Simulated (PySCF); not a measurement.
C₄H₁₂Si (SMILES C[Si](C)(C)C)

Input

```
{"job": {"kind": "nmr", "xc": "PBE0", "basis": "pcSseg-1"}, "charge": 0, "multiplicity": 1}
Si    -0.002743    -0.000986     0.004010
C     -0.001749    -0.026853     1.888086
H      0.491484    -0.933385     2.273429
H     -1.028206    -0.008204     2.287781
H      0.532116     0.846123     2.296491
C      1.774192     0.016469    -0.622506
H      1.806947     0.032123    -1.723689
H      2.325721    -0.874519    -0.282304
H      2.314246     0.905298    -0.258671
C     -0.896158     1.543234    -0.603469
H     -0.900196     1.593201    -1.704046
H     -0.409773     2.457433    -0.227202
H     -1.943897     1.556154    -0.262754
C     -0.882954    -1.534173    -0.648053
H     -1.928018    -1.570650    -0.300846
H     -0.383879    -2.454987    -0.306344
H     -0.895683    -1.546856    -1.749663
```

Run with:

```sh
OMP_NUM_THREADS=1 python probes_run.py task.json out
```

Geometry: PBE0-D3(BJ)/def2-SVP.

Method: PySCF 2.14.0, PBE0/pcSseg-1, SCF density, gas phase, non-relativistic.

Q: What will maps of the electron density and electron localisation function show?

A: C–Si (1.88 Å): the density is about 0.94 e/Å³ at the midpoint; the ELF peaks at about 0.95 between the atoms; a shared electron pair.
C–H (1.10 Å): the density is about 1.9 e/Å³ at the midpoint; the ELF climbs to about 1 towards the hydrogen, as it does in any bond to H: an ordinary covalent bond to hydrogen.

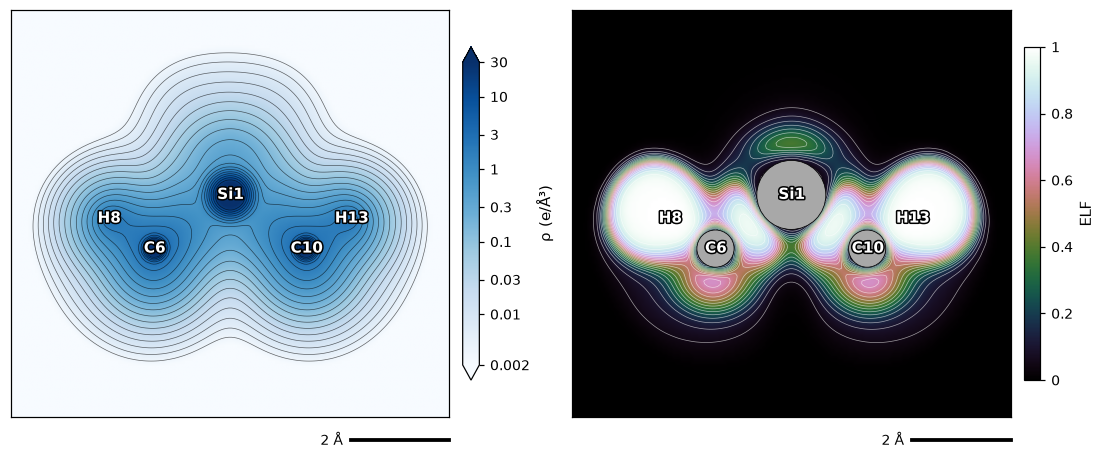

Computed electron density and electron localisation function on the plane of atoms C6, Si1 and C10, in this order. Grey discs cover the atomic cores in the ELF map. 
